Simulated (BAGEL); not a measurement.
# AlSiH3ClF (SMILES [F][Al]([SiH3])[Cl]): HF/STO-3G (density fitting with qzvpp-jkfit)

Aim: the energy change on altering one bond length of AlSiH3ClF at HF/STO-3G (density fitting with qzvpp-jkfit), from 2 runs. 

The results are computed with BAGEL 1.2.2.

4 further runs of the same task are left out: 3 that didn't finish, 1 set aside as unsound or not needed.

### Step 1. Starting point

AlSiH3ClF: 7 atoms, total charge 0, spin state singlet. SMILES: `[F][Al]([SiH3])[Cl]`. The shape is that of a PBE0-D4/def2-TZVP optimisation.

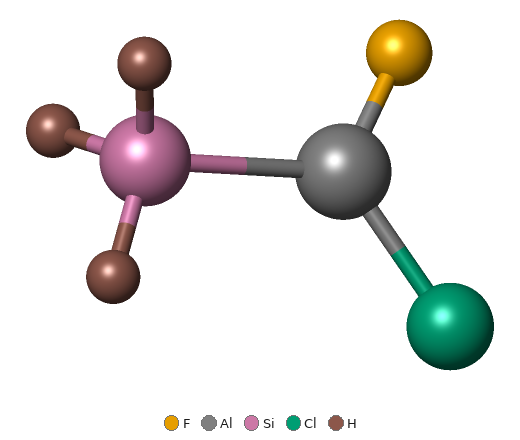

The structure, seen from a chosen angle (fluorine amber, aluminium grey, silicon pink, chlorine teal, hydrogen brown).

### Step 2. The energy at HF/STO-3G (density fitting with qzvpp-jkfit)

input.json reads:

```json
{ "bagel": [

{
  "title": "molecule",
  "basis": "sto-3g",
  "df_basis": "qzvpp-jkfit",
  "angstrom": true,
  "geometry": [
    { "atom": "F", "xyz": [      -0.456800,      -2.434100,       0.809200 ] },
    { "atom": "Al", "xyz": [      -0.779600,      -1.077000,      -0.062600 ] },
    { "atom": "Si", "xyz": [       0.707200,       0.841800,       0.088400 ] },
    { "atom": "Cl", "xyz": [      -2.489200,      -1.118300,      -1.261400 ] },
    { "atom": "H", "xyz": [       2.075200,       0.453200,      -0.349700 ] },
    { "atom": "H", "xyz": [       0.781900,       1.311300,       1.498400 ] },
    { "atom": "H", "xyz": [       0.222600,       1.955200,      -0.768100 ] }
  ]
},

{
  "title": "hf"
},

{
  "title": "print",
  "file": "orbitals.molden",
  "orbitals": true
}

]}
```

Run with:

```sh
$ BAGEL_NUM_THREADS=1 BAGEL input.json > input.out
```

What it wrote:

```text
* using 1 threads per process

  ===============================================================
  ===============================================================

  *** Geometry ***

  { "atom" : "F", "xyz" : [     -0.863227,     -4.599782,      1.529166 ] },
  { "atom" : "Al", "xyz" : [     -1.473230,     -2.035235,     -0.118297 ] },
  { "atom" : "Si", "xyz" : [      1.336414,      1.590771,      0.167052 ] },
  { "atom" : "Cl", "xyz" : [     -4.703906,     -2.113281,     -2.383701 ] },
  { "atom" : "H", "xyz" : [      3.921560,      0.856424,     -0.660837 ] },
  { "atom" : "H", "xyz" : [      1.477577,      2.477998,      2.831566 ] },
  { "atom" : "H", "xyz" : [      0.420653,      3.694793,     -1.451499 ] },

  Number of auxiliary basis functions:      515

  Since a DF basis is specified, we compute 2- and 3-index integrals:
    o Being stored without compression. Storage requirement is 0.005 GB

  Number of basis functions:       35
  Number of electrons      :       56

    * METHOD: MOLECULE                             0.17

  *** RHF ***

  === Nuclear Repulsion ===
   240.1914480576

      * DIIS with orbital gradients will be used.

  === RHF iteration (sto-3g) ===
      0      -1079.01651326          0.01367188           0.03
      1      -1079.12021214          0.00350561           0.03
      2      -1079.12619965          0.00080672           0.03
      3      -1079.12677059          0.00014485           0.03
      4      -1079.12678990          0.00004839           0.03
      5      -1079.12679219          0.00001083           0.03
      6      -1079.12679230          0.00000160           0.03
      7      -1079.12679230          0.00000034           0.03
      8      -1079.12679230          0.00000006           0.03
      9      -1079.12679230          0.00000002           0.03
     10      -1079.12679230          0.00000000           0.03
    * SCF iteration converged.

    * Permanent dipole moment:
           (   -0.848080,    -0.265353,    -0.479997) a.u.

    * METHOD: HF                                   0.42

    * METHOD: PRINT                                0.00

  ===============================================================
```

Run time: 0.85 s. Hardware: 1 thread of Arm Neoverse V2, shared host; peak memory 0.083 GiB.

### Step 3. The distorted shape, same level

input.json reads:

```json
{ "bagel" : [

{
  "title" : "molecule",
  "basis" : "sto-3g",
  "df_basis" : "qzvpp-jkfit",
  "angstrom" : "true",
  "geometry" : [
    { "atom" : "F", "xyz" : [   -0.662013,   -2.375806,    0.874919 ] },
    { "atom" : "Al", "xyz" : [   -0.984813,   -1.018706,    0.003119 ] },
    { "atom" : "Si", "xyz" : [    0.501987,    0.900094,    0.154119 ] },
    { "atom" : "Cl", "xyz" : [   -2.694413,   -1.060006,   -1.195681 ] },
    { "atom" : "H", "xyz" : [    2.075200,    0.453200,   -0.349700 ] },
    { "atom" : "H", "xyz" : [    0.576687,    1.369594,    1.564119 ] },
    { "atom" : "H", "xyz" : [    0.017387,    2.013494,   -0.702381 ] }
  ]
},
{
  "title" : "hf"
},
{
  "title" : "print",
  "file" : "orbitals.molden",
  "orbitals" : "true"
}

]}
```

Run with:

```sh
$ BAGEL_NUM_THREADS=1 BAGEL input.json > input.out
```

What it wrote:

```text
* using 1 threads per process

  ===============================================================
  ===============================================================

  *** Geometry ***

  { "atom" : "F", "xyz" : [     -1.251023,     -4.489623,      1.653357 ] },
  { "atom" : "Al", "xyz" : [     -1.861027,     -1.925075,      0.005894 ] },
  { "atom" : "Si", "xyz" : [      0.948618,      1.700931,      0.291243 ] },
  { "atom" : "Cl", "xyz" : [     -5.091703,     -2.003121,     -2.259510 ] },
  { "atom" : "H", "xyz" : [      3.921560,      0.856424,     -0.660837 ] },
  { "atom" : "H", "xyz" : [      1.089780,      2.588158,      2.955757 ] },
  { "atom" : "H", "xyz" : [      0.032857,      3.804952,     -1.327308 ] },

  Number of auxiliary basis functions:      515

  Since a DF basis is specified, we compute 2- and 3-index integrals:
    o Being stored without compression. Storage requirement is 0.005 GB

  Number of basis functions:       35
  Number of electrons      :       56

    * METHOD: MOLECULE                             0.18

  *** RHF ***

  === Nuclear Repulsion ===
   239.3199112359

      * DIIS with orbital gradients will be used.

  === RHF iteration (sto-3g) ===
      0      -1078.98160559          0.01403119           0.03
      1      -1079.08947979          0.00367202           0.03
      2      -1079.09595010          0.00082098           0.03
      3      -1079.09653995          0.00014641           0.03
      4      -1079.09655953          0.00004967           0.03
      5      -1079.09656189          0.00001219           0.03
      6      -1079.09656203          0.00000184           0.03
      7      -1079.09656204          0.00000039           0.03
      8      -1079.09656204          0.00000007           0.03
      9      -1079.09656204          0.00000002           0.03
     10      -1079.09656204          0.00000000           0.03
    * SCF iteration converged.

    * Permanent dipole moment:
           (   -0.767689,    -0.281187,    -0.501480) a.u.

    * METHOD: HF                                   0.42

    * METHOD: PRINT                                0.00

  ===============================================================
```

It took 0.97 s on 1 thread of Arm Neoverse V2, shared host; peak memory 0.083 GiB.

### Step 4. Results

Level: HF/STO-3G (density fitting with qzvpp-jkfit).

| quantity | value |
| --- | --- |
| first shape: total energy | -1079.12679 Eh |
| first shape: dipole moment | 2.57 D |
| first shape: HOMO energy | -8.22 eV |
| first shape: LUMO energy | 7.83 eV |
| first shape: HOMO–LUMO gap | 16.05 eV |
| distorted shape: total energy | -1079.09656 Eh |
| distorted shape: dipole moment | 2.44 D |
| distorted shape: HOMO energy | -8.18 eV |
| distorted shape: LUMO energy | 7.66 eV |
| distorted shape: HOMO–LUMO gap | 15.84 eV |
| energy change with the Si3–H5 bond stretched from 1.488 to 1.711 Å | 0.823 eV |

In words: With the Si3–H5 bond stretched from 1.488 to 1.711 Å the energy rises by 0.82 eV (19.0 kcal/mol). The first shape isn't relaxed at this level, so the change isn't measured from a minimum. The minimal basis adds a large error of its own.
